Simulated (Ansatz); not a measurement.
# B2PLYP/STO-3G run of BrF (bromine fluoride)

Aim: the electronic atomisation energy of BrF (bromine fluoride) at B2PLYP/STO-3G, from 3 runs. 

The results are computed with Ansatz 0.2.0.

44 further runs of the same task are left out: 6 that didn't finish, 38 set aside as unsound or not needed.

## (1) The system as given

The species is BrF (2 atoms), meant as a singlet with charge 0. SMILES: `FBr`. Geometry: relaxed at PBE0-D4/def2-TZVP.

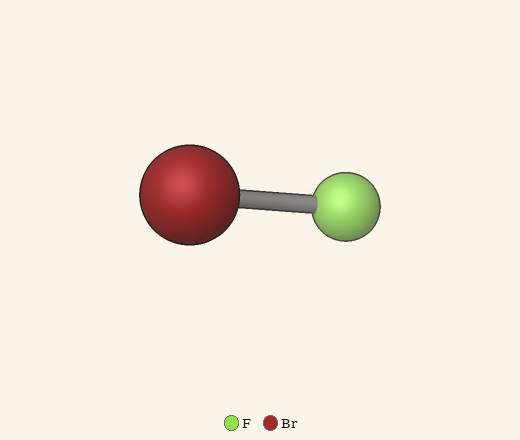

Viewed from a chosen angle; fluorine green, bromine red.

## (2) A single-point energy at B2PLYP/STO-3G

in.yaml reads:

```yaml
crystal:
  periodic: [false, false, false]
  atoms:
    - {symbol: F, position_ang: [-0.000000, -0.000000, 0.023210]}
    - {symbol: Br, position_ang: [0.000000, 0.000000, 1.776730]}
basis:
  gaussian: {orbitals: STO-3G}
hamiltonian: {xc: {name: B2PLYP}}
correlation: {frozen_orbitals: {Br: 9, F: 1}}
accuracy: high
```

Launch:

```sh
$ ansatz run in.yaml --threads 1 --pin off --max-ram 3480MiB --events-out events.jsonl --progress --plain --runs-dir runs
```

What it wrote:

```text
Warning: RAYON_NUM_THREADS=1 ignored (pool sized by the plan → 1); use --threads N
Functional definition: B2PLYP
  name "B2PLYP"
  parameter a = 0.53
  parameter c = 0.27
  exchange = (1 - a)*b88_x + a*exact_x
  correlation = (1 - c)*lyp_c + c*(mp2_os + mp2_ss)
296 factors; integrals over basis functions are off by at most 8.4e-9 eV
mean field evaluation 1: about -71943.4759 eV, gradient 7.1e0 eV
mean field evaluation 2: about -71943.5131 eV, gradient 7.1e0 eV
mean field evaluation 4: about -71943.7646 eV, gradient 6.2e-1 eV
mean field evaluation 8: about -71943.7652 eV, gradient 9.3e-6 eV
mean field -71943.76524639 eV, -2643.8846075694 hartree, gradient 3.7e-8 eV, S^2 0.000000; 0 other end points of the search recorded, 0 dependent functions left out
10 core orbitals not correlated: weight in the atoms' cores, before any rotation towards them, 1.000 or more for the frozen orbitals, at most 0.000 for the correlated occupied ones
reference -71943.76525692 eV, -2643.8846079562 hartree; 12, 12 occupied and 1, 1 virtual orbitals, 296 factors
second order -1.11670862 eV of doubles, -0.00000000 eV of singles
Total energy: -71944.06676825 eV, -2643.8956882931 hartree
```

It took 0.48 s on 1 thread of Intel Xeon 6975P-C (Granite Rapids), shared host.

## (3) The Br atom at the same level

input.yaml reads:

```yaml
crystal:
  periodic: [false, false, false]
  atoms:
    - {symbol: Br, position_ang: [0.000000, 0.000000, 0.000000]}
basis:
  gaussian:
    orbitals: STO-3G
total_charge: 0
magnetization:
  spin_polarized: true
  initial_magnetization: 1
hamiltonian:
  xc: {name: B2PLYP}
correlation:
  frozen_orbitals: {Br: 9}
accuracy: high
```

Run the same way, it converges to -2545.63028 Eh (log not shown).

## (4) The F atom, same level

job.yaml reads:

```yaml
crystal:
  periodic: [false, false, false]
  atoms:
    - {symbol: F, position_ang: [0.000000, 0.000000, 0.000000]}
basis:
  gaussian: {orbitals: STO-3G}
magnetization: {spin_polarized: true, initial_magnetization: 1}
hamiltonian: {xc: {name: B2PLYP}}
correlation: {frozen_orbitals: {F: 1}}
accuracy: high
```

Run the same way, it converges to -98.18742 Eh (log not shown).

## (5) Results

Level: B2PLYP/STO-3G, 10 core orbitals frozen.

| quantity | value |
| --- | --- |
| molecule: total energy | -2643.89569 Eh |
| Br atom: total energy | -2545.63028 Eh |
| Br atom: ⟨S²⟩ | 0.750 |
| F atom: total energy | -98.18742 Eh |
| F atom: ⟨S²⟩ | 0.750 |
| electronic atomisation energy | 2.122 eV |

Taking the molecule apart into free atoms costs 2.12 eV (205 kJ/mol), before zero-point energy and without spin-orbit coupling. In a minimal basis such a difference can be off by several eV, whatever the method.
